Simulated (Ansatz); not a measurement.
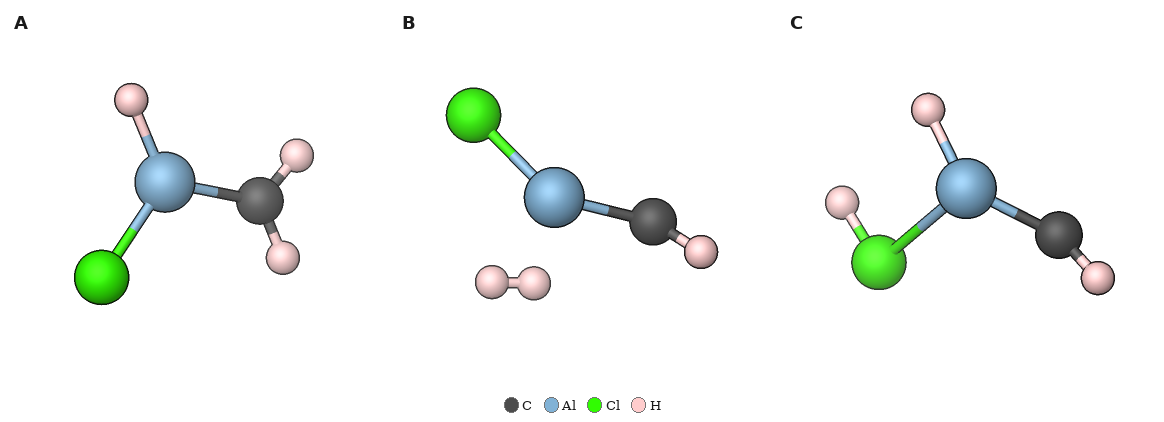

3 stationary structures of one formula. Charge 0, doublet. Geometries: PBE0-D4/def2-TZVP. Electronic energies: UHF-CCSD(T) (frozen core)/def2-TZVPP (Ansatz 0.2.0), without zero-point energy. No frequency run is at hand to confirm each as a minimum.

**Rank them by energy, lowest first.**

A is lowest (Cs); B lies 3.233 eV above it (C1), C lies 4.410 eV above it (C1).

The determinant isn't a pure spin state (⟨S²⟩ up to 1.59).
